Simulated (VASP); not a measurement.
# MnPt with LDA: from relaxation to properties, part 5 of 7

Aim: relax MnPt, then compute properties on the relaxed cell. The start is a cell from a database of measured crystal structures.

VASP 6.6.1, plane waves and PAW; the level of theory is named at each step.

Still holding for the runs below: The magnetic order is the lowest of the few collinear ones that converged above; longer or canted patterns were not tried. The cell is doubled for it, so bands and modes from the zone boundary of the chemical cell fold onto Γ and the labels are those of the larger cell.

So far. Step 9 (Single point with fields (LDA)): In this run the pressure is 0.00 GPa, small enough to go on. Step 10 (Band structure (LDA)): There is no gap at this level. The relaxed cell has a = 2.706, c = 3.665 Å (conventional setting).

### Step 11. Total and projected DOS (LDA)

Level of this step: LDA, spin-polarised from an antiferromagnetic start; plane waves and PAW (Mn_pv, Pt) (VASP).

A density of states needs more k-points than a total energy; ISMEAR = -5 takes tetrahedra, and LORBIT projects the states on the PAW spheres. The mesh is finer than in the run before.

Contents of INCAR:

```
SYSTEM = MnPt
PREC = Accurate
ENCUT = 400
EDIFF = 1E-06
NELM = 100
ISMEAR = -5
SIGMA = 0.2
LREAL = .FALSE.
ALGO = Normal
GGA = CA
NBANDS = 39
ISPIN = 2
MAGMOM = 3.256 -3.256 0 0
LASPH = .TRUE.
LMAXMIX = 4
LORBIT = 11
LWAVE = .FALSE.
LCHARG = .FALSE.
KPAR = 4
NEDOS = 2001
```

Contents of POSCAR:

```
MnPt
1.0
    5.4124341025      0.0000000000      0.0000000000
    2.7062170512      2.7062170512      0.0000000000
    0.0000000000      0.0000000000      3.6647727889
Mn Pt
2 2
Direct
    0.0000000000      0.0000000000      0.0000000000
    0.5000000000      0.0000000000      0.0000000000
    0.0000000000      0.5000000000      0.5000000000
    0.5000000000      0.5000000000      0.5000000000
```

Contents of KPOINTS:

```
Automatic mesh
0
Gamma
14 14 11
0 0 0
```

Potentials, in the order of the species: Mn_pv and Pt (LDA family, release 64).

The run is started by

```console
mpirun -np 4 vasp_std
```

The log of the run:

```text
[... set-up lines as in an earlier step ...]
 entering main loop
       N       E                     dE             d eps       ncg     rms          rms(c)
DAV:   1     0.420780250013E+03    0.42078E+03   -0.20113E+04 34984   0.117E+03
DAV:   2    -0.163674135448E+02   -0.43715E+03   -0.40640E+03 34159   0.359E+02
DAV:   3    -0.394181843823E+02   -0.23051E+02   -0.22339E+02 37625   0.930E+01
DAV:   4    -0.397043354989E+02   -0.28615E+00   -0.28591E+00 37331   0.104E+01
DAV:   5    -0.397097504690E+02   -0.54150E-02   -0.54144E-02 38053   0.143E+00    0.256E+01
DAV:   6    -0.400844346436E+02   -0.37468E+00   -0.18513E+01 36671   0.470E+01    0.264E+01
DAV:   7    -0.366624865399E+02    0.34219E+01   -0.15710E+01 37255   0.468E+01    0.123E+01
DAV:   8    -0.361925109174E+02    0.46998E+00   -0.11543E+00 37415   0.972E+00    0.588E+00
DAV:   9    -0.361866618401E+02    0.58491E-02   -0.20317E-01 39093   0.401E+00    0.306E+00
DAV:  10    -0.361775806830E+02    0.90812E-02   -0.56361E-02 38867   0.215E+00    0.158E+00
DAV:  11    -0.361807473714E+02   -0.31667E-02   -0.11324E-02 37457   0.810E-01    0.502E-01
DAV:  12    -0.361810537010E+02   -0.30633E-03   -0.84856E-04 37551   0.214E-01    0.253E-01
DAV:  13    -0.361811091000E+02   -0.55399E-04   -0.26085E-04 37586   0.186E-01    0.108E-01
DAV:  14    -0.361811440685E+02   -0.34969E-04   -0.17174E-04 39219   0.113E-01    0.171E-02
DAV:  15    -0.361811436586E+02    0.40997E-06   -0.22406E-05 36300   0.340E-02    0.590E-03
DAV:  16    -0.361811432808E+02    0.37780E-06   -0.61983E-07 20607   0.814E-03
   1 F= -.36181143E+02 E0= -.36181143E+02  d E =0.000000E+00  mag=     0.0000
 -----------------------------------------------------------------------------
|                                                                             |
|           W    W    AA    RRRRR   N    N  II  N    N   GGGG   !!!           |
|           W    W   A  A   R    R  NN   N  II  NN   N  G    G  !!!           |
|           W    W  A    A  R    R  N N  N  II  N N  N  G       !!!           |
|           W WW W  AAAAAA  RRRRR   N  N N  II  N  N N  G  GGG   !            |
|           WW  WW  A    A  R   R   N   NN  II  N   NN  G    G                |
|           W    W  A    A  R    R  N    N  II  N    N   GGGG   !!!           |
|                                                                             |
|     Tetrahedron method does not include variations of the Fermi             |
|     occupations, so forces and stress will be inaccurate. We suggest        |
|     using a different smearing scheme ISMEAR = 1 or 2 for metals in         |
|     relaxations.                                                            |
|                                                                             |
 -----------------------------------------------------------------------------
```

Wall time 83 s (4 MPI ranks of Intel Xeon 6975P-C (Granite Rapids), shared host); peak memory 2.2 GiB; 4.4 min of CPU time.

From OUTCAR (step 11):

```text
   k-points           NKPTS =    216   k-points in BZ     NKDIM =    216   number of bands    NBANDS=     39

   NELECT =      46.0000    total number of electrons

 E-fermi :  11.1544

 spin component 1
 k-point     1 :       0.0000    0.0000    0.0000
  band No.  band energies     occupation
    ...
     17       9.4344      1.00000
     18       9.7270      1.00000
     19      10.5820      1.00000
     20      10.9394      1.00000
     21      10.9394      1.00000
     22      11.4038     -0.00497
     23      12.2792      0.00000
     24      12.3656      0.00000
     25      12.4106      0.00000
     26      12.4106      0.00000
    ...

 k-point     2 :       0.0714    0.0000    0.0000
  band No.  band energies     occupation
    ...
     18       9.7186      1.00000
     19      10.5226      1.00000
     20      10.7368      1.00000
     21      10.9391      1.00000
     22      10.9492      1.01052
     23      12.0241     -0.02675
     24      12.0637      0.00000
     25      12.3924      0.00000
     26      12.4188      0.00000
     27      12.7065      0.00000
    ...

  Total        0.0354337      0.0354337     -0.0164581     -0.0000000      0.0000000      0.0000000
  in kB        1.0576077      1.0576077     -0.4912345     -0.0000000      0.0000000      0.0000000
  external PRESSURE =       0.5413269 kB  Pullay stress =       0.0000000 kB

 POSITION                                       TOTAL-FORCE (eV/Angst)
 -----------------------------------------------------------------------------------
      0.00000      0.00000      0.00000         0.000000      0.000000     -0.000000
      2.70622      0.00000      0.00000         0.000000      0.000000      0.000000
      1.35311      1.35311      1.83239        -0.000000     -0.000000     -0.000000
      4.05933      1.35311      1.83239        -0.000000      0.000000     -0.000000
 -----------------------------------------------------------------------------------
    total drift:                                0.000000      0.000000     -0.000000

  FREE ENERGIE OF THE ION-ELECTRON SYSTEM (eV)
  ---------------------------------------------------
  free  energy   TOTEN  =       -36.1811432808 eV

  energy  without entropy=      -36.1811432808  energy(sigma->0) =      -36.18114328

 magnetization (x)
# of ion       s       p       d       tot
------------------------------------------
    1        0.022   0.045   3.187   3.254
    2       -0.022  -0.045  -3.187  -3.254
    3        0.000   0.000   0.000   0.000
    4        0.000   0.000   0.000   0.000
--------------------------------------------------
tot          0.000   0.000   0.000   0.000

[... 6 parts as in an earlier step ...]

[... 10 further parts left out ...]
```

With tetrahedra the forces and stress of a metal are not exact derivatives of the energy.

Numbers from this step:

| Property | Result |
| --- | --- |
| irreducible k points | 216 |
| Fermi energy | 11.15 eV |
| pressure | 0.05413 GPa |
| DOS at the Fermi level | 0.6644 states/eV/cell |

The density of states has structure finer than the step of the table below, so its rows give means over 1 eV, whole bins alone (the curve runs from -12.0 to 1.03 eV). Peaks (eV: height): total -3.3: 7.20, -2.2: 8.85, 0.4: 11.2, 0.9: 9.79; Mn d -2.1: 5.20, 0.4: 8.29, 0.9: 6.95; Pt d -5.6: 4.39, -5.1: 3.18, -4.3: 3.42, -3.3: 3.91; Pt p -2.9: 0.371, -2.1: 0.281, -1.5: 0.512, 0.4: 0.314; Mn p -5.6: 0.200, -4.5: 0.152, -1.5: 0.178, 0.4: 0.149.

States under -12.0 eV and over 1.0 eV are left out; both spin channels agree and are summed. The density of states by energy, zero at the Fermi level; means over each step; values in states/eV/cell:

```
energy (eV)   total     Mn d     Pt d     Pt p     Mn p    Pt s     Mn s
        -11       0        0        0        0        0       0        0
        -10  0.0992   1.9e-4  0.00113  0.00166   8.8e-4  0.0505   0.0186
         -9   0.352  0.00246   0.0137   0.0135  0.00870   0.169   0.0554
         -8   0.697   0.0174   0.0859   0.0367   0.0277   0.294   0.0760
         -7    2.32    0.194     1.08   0.0783   0.0553   0.395    0.151
         -6    5.58    0.717     3.42    0.179    0.118   0.222    0.216
         -5    4.34    0.709     2.73    0.176    0.118  0.0956   0.0250
         -4    4.90     1.14     2.85    0.213    0.115  0.0935   0.0231
         -3    5.66     2.15     2.57    0.272   0.0838  0.0834   0.0415
         -2    6.44     3.47     2.04    0.277   0.0974  0.0418   0.0392
         -1    3.05     1.39     1.17    0.180   0.0630  0.0207   0.0280
          0    3.97     2.79    0.709    0.131   0.0535  0.0194  0.00876
```

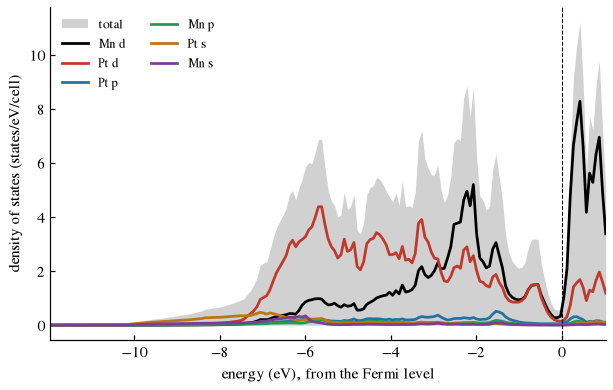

Density of states, plotted against energy.

The finer mesh and the other smearing move the Fermi level by -0.01 eV from the 10×10×7 run, a small shift, which tests the Fermi level alone. Of the states within 0.3 eV of the Fermi level, the largest shares in the PAW spheres are Mn d 71 % and Pt d 15 %. The rest lies in smaller channels or between the spheres.

(Continued in part 6 of 7.)

[Lines on the potential files, build, host, timing and source positions are cut from VASP's logs without a mark.]

[Logs are printed without paths, hosts, clocks, repeated set-up lines and the standing remarks that a program may print on its own settings, such as how far it seeks lower states.]

[Hosts, paths, dates, database ids (printed as entryN), source tags and the programs' standing remarks are cut or masked in the printed files.]

[A measured line is paired with the nearest computed mode of its activity, which favours agreement.]
